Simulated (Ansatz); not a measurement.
**triplet Si2N2H8 at 5 levels**

Wanted: a comparison of 5 runs (UHF/STO-3G, UB3LYP/6-31G*, UBHLYP/6-31G*, UCAM-B3LYP/6-31G*, UCCSD/6-31G*) of triplet Si2N2H8. 

The calculation is run with Ansatz 0.2.0.

41 further runs of the same task are left out: 41 set aside as unsound or not needed. Runs told in other sessions of the task aren't counted.

### Step 1. Starting point

The species is Si2N2H8 (12 atoms), meant as a triplet with charge 0. SMILES of the parent species: `N[SiH2][SiH2]N`. The coordinates come from a PBE0-D4/def2-TZVP relaxation. This is one conformer, not always the lowest. That shape belongs to the parent species and isn't relaxed for this state.

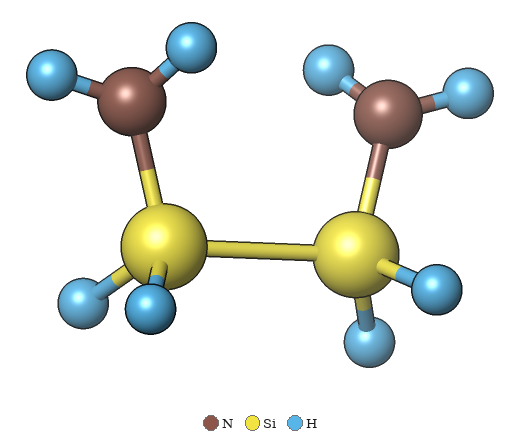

Viewed from a chosen angle; nitrogen brown, silicon yellow, hydrogen blue.

### Step 2. The energy at UHF/STO-3G (run 1)

The input, job.yaml:

```yaml
crystal:
  periodic: [false, false, false]
  atoms:
    - {symbol: N, position_ang: [-1.097900, 1.361200, -0.600700]}
    - {symbol: Si, position_ang: [0.237500, 1.274800, 0.494900]}
    - {symbol: Si, position_ang: [0.906400, -0.977600, 0.422600]}
    - {symbol: N, position_ang: [-0.305600, -1.754400, -0.535700]}
    - {symbol: H, position_ang: [-1.011200, 0.880200, -1.483000]}
    - {symbol: H, position_ang: [-1.608700, 2.223300, -0.711100]}
    - {symbol: H, position_ang: [1.390800, 2.179400, 0.189700]}
    - {symbol: H, position_ang: [-0.252100, 1.681300, 1.841800]}
    - {symbol: H, position_ang: [1.090200, -1.519500, 1.806200]}
    - {symbol: H, position_ang: [2.216100, -1.161900, -0.262900]}
    - {symbol: H, position_ang: [-1.268400, -1.510600, -0.360100]}
    - {symbol: H, position_ang: [-0.219800, -2.731700, -0.767700]}
basis:
  gaussian:
    orbitals: STO-3G
magnetization:
  spin_polarized: true
  initial_magnetization: 2
hamiltonian:
  xc: hf
accuracy: high
output: {orbitals: {seedname: orbitals}}
```

On the command line:

```bash
$ ansatz run job.yaml --threads 1 --pin off --max-ram 2610MiB --events-out events.jsonl --progress --plain --runs-dir runs
```

The program printed:

```text
Warning: RAYON_NUM_THREADS=1 ignored (pool sized by the plan → 1); use --threads N
Functional definition: HF
  name "HF"
  exchange = exact_x
  correlation = 0
745 factors; integrals over basis functions are off by at most 3.4e-9 eV
mean field evaluation 1: about -18582.6288 eV, gradient 1.3e1 eV
mean field evaluation 2: about -18582.7945 eV, gradient 1.3e1 eV
mean field evaluation 4: about -18585.1983 eV, gradient 3.3e0 eV
mean field evaluation 8: about -18586.0299 eV, gradient 3.4e-1 eV
mean field evaluation 16: about -18586.0314 eV, gradient 1.8e-8 eV
mean field evaluation 32: about -18585.7319 eV, gradient 1.5e0 eV
mean field -18586.03141800 eV, -683.0240565469 hartree, gradient 1.8e-8 eV, S^2 2.004647; 0 other end points of the search recorded, 0 dependent functions left out
reference -18586.03141800 eV, -683.0240565469 hartree; 26, 24 occupied and 10, 12 virtual orbitals, 745 factors
Total energy: -18586.03141800 eV, -683.0240565469 hartree
```

It took 0.97 s on 1 thread of Intel Xeon 6975P-C (Granite Rapids), shared host.

### Step 3. A single-point energy at UB3LYP/6-31G(d) (spherical functions) (run 2)

The input, input.yaml:

```yaml
crystal:
  periodic: [false, false, false]
  atoms:
    - {symbol: "N", position_ang: [-1.097900, 1.361200, -0.600700]}
    - {symbol: Si, position_ang: [0.237500, 1.274800, 0.494900]}
    - {symbol: Si, position_ang: [0.906400, -0.977600, 0.422600]}
    - {symbol: N, position_ang: [-0.305600, -1.754400, -0.535700]}
    - {symbol: H, position_ang: [-1.011200, 0.880200, -1.483000]}
    - {symbol: H, position_ang: [-1.608700, 2.223300, -0.711100]}
    - {symbol: H, position_ang: [1.390800, 2.179400, 0.189700]}
    - {symbol: H, position_ang: [-0.252100, 1.681300, 1.841800]}
    - {symbol: H, position_ang: [1.090200, -1.519500, 1.806200]}
    - {symbol: H, position_ang: [2.216100, -1.161900, -0.262900]}
    - {symbol: H, position_ang: [-1.268400, -1.510600, -0.360100]}
    - {symbol: H, position_ang: [-0.219800, -2.731700, -0.767700]}
basis:
  gaussian:
    orbitals: 6-31G_st_-spherical.json
magnetization:
  spin_polarized: true
  initial_magnetization: 2
hamiltonian:
  xc: {name: B3LYP}
accuracy: high
output: {orbitals: {seedname: orbitals}}
```

The basis set 6-31G* is read from a file made from the Basis Set Exchange's data (not shown).

On the command line:

```bash
$ ansatz run input.yaml --threads 1 --pin off --max-ram 2610MiB --events-out events.jsonl --progress --plain --runs-dir runs
```

The program printed:

```text
Warning: RAYON_NUM_THREADS=1 ignored (pool sized by the plan → 1); use --threads N
Functional definition: B3LYP
  name "B3LYP"
  parameter a0 = 0.2
  parameter ax = 0.72
  parameter ac = 0.81
  exchange = (1 - a0 - ax)*slater_x + ax*b88_x + a0*exact_x
  correlation = (1 - ac)*vwn_rpa_c + ac*lyp_c
1921 factors; integrals over basis functions are off by at most 3.9e-9 eV
mean field evaluation 1: about -18849.0989 eV, gradient 5.3e1 eV
mean field evaluation 2: about -18815.9086 eV, gradient 9.3e1 eV
mean field evaluation 4: about -18860.2143 eV, gradient 9.4e0 eV
mean field evaluation 8: about -18861.0713 eV, gradient 1.0e0 eV
mean field evaluation 16: about -18861.0799 eV, gradient 3.4e-3 eV
mean field evaluation 32: about -18861.0799 eV, gradient 2.2e-7 eV
mean field evaluation 64: about -18861.0439 eV, gradient 2.2e0 eV
mean field -18861.07986638 eV, -693.1319005902 hartree, gradient 3.6e-8 eV, S^2 2.005839; 5 other end points of the search recorded, 0 dependent functions left out
reference -18861.07991392 eV, -693.1319023373 hartree; 26, 24 occupied and 54, 56 virtual orbitals, 1921 factors
Total energy: -18861.07991392 eV, -693.1319023373 hartree
```

Run time: 18 s. Hardware: 1 thread of Intel Xeon 6975P-C (Granite Rapids), shared host; peak memory 0.44 GiB.

Runs 3 to 4 aren't shown in full; the table further down has their settings and results.

### Step 4. A single-point energy at UCCSD/6-31G(d) (spherical functions) (run 5)

The input, in.yaml:

```yaml
crystal:
  periodic: [false, false, false]
  atoms:
    - symbol: N
      position_ang: [-1.097900, 1.361200, -0.600700]
    - symbol: Si
      position_ang: [0.237500, 1.274800, 0.494900]
    - symbol: Si
      position_ang: [0.906400, -0.977600, 0.422600]
    - symbol: "N"
      position_ang: [-0.305600, -1.754400, -0.535700]
    - symbol: H
      position_ang: [-1.011200, 0.880200, -1.483000]
    - symbol: H
      position_ang: [-1.608700, 2.223300, -0.711100]
    - symbol: H
      position_ang: [1.390800, 2.179400, 0.189700]
    - symbol: H
      position_ang: [-0.252100, 1.681300, 1.841800]
    - symbol: H
      position_ang: [1.090200, -1.519500, 1.806200]
    - symbol: H
      position_ang: [2.216100, -1.161900, -0.262900]
    - symbol: H
      position_ang: [-1.268400, -1.510600, -0.360100]
    - symbol: H
      position_ang: [-0.219800, -2.731700, -0.767700]
basis:
  gaussian: {orbitals: 6-31G_st_-spherical.json}
correlation: {method: ccsd, frozen_orbitals: {H: 0, "N": 1, Si: 5}}
accuracy: high
scf: {omitted_lower_state_checks: [cluster_reference, increment]}
magnetization: {spin_polarized: true, initial_magnetization: 2}
```

The basis set 6-31G* is read from a file made from the Basis Set Exchange's data (not shown).

On the command line:

```bash
$ ansatz run in.yaml --threads 1 --pin off --max-ram 2610MiB --events-out events.jsonl --progress --plain --runs-dir runs
```

The program printed:

```text
Warning: RAYON_NUM_THREADS=1 ignored (pool sized by the plan → 1); use --threads N
[... 16 lines left out ...]
12 core orbitals not correlated: weight in the atoms' cores, before any rotation towards them, 1.000 or more for the frozen orbitals, at most 0.000 for the correlated occupied ones
[... 41 lines left out ...]
Total energy: -18822.87113378 eV, -691.7277555660 hartree
Checks for a lower state left out: cluster_reference, increment
```

Run time: 41 s. Hardware: 1 thread of Intel Xeon 6975P-C (Granite Rapids), shared host; peak memory 0.7 GiB.

### Step 5. All runs side by side

| run | level | frozen core orbitals | energy (Eh) | HOMO energy (eV) | ⟨S²⟩ | wall time |
| --- | --- | --- | --- | --- | --- | --- |
| 1 | UHF/STO-3G | – | -683.024057 | 0.58 | 2.005 | 0.97 s |
| 2 | UB3LYP/6-31G* (spherical functions) | – | -693.131902 | -1.55 | 2.006 | 18 s |
| 3 | UBHLYP/6-31G* (spherical functions) | – | -693.001223 | -2.24 | 2.011 | 15 s |
| 4 | UCAM-B3LYP/6-31G* (spherical functions) | – | -693.026404 | -2.60 | 2.008 | 20 s |
| 5 | UCCSD/6-31G* (spherical functions) | 12 | -691.727756 | – | 2.013 | 41 s |

### Step 6. Results

```
                                           quantity          value
                                run 5: total energy  -691.72776 Eh
run 5: correlation energy (12 core orbitals frozen)     -528.2 mEh
           run 5: ⟨S²⟩ of the reference determinant          2.013
                               run 5: T1 diagnostic          0.046
```

In words: Totals of different functionals can't be ranked against each other. In run 1 the basis is minimal, so the values are rough. All runs together took 95 s, the longest 41 s.
